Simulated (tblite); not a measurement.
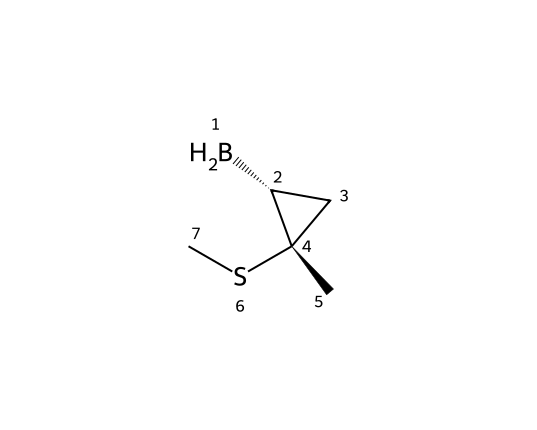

A structural formula, with wedges where it has stereocentres; small numbers name the atoms. The configuration is that of a computed structure (GFN2-xTB).

> What are the Cahn–Ingold–Prelog descriptors?

C2: R; C4: S.
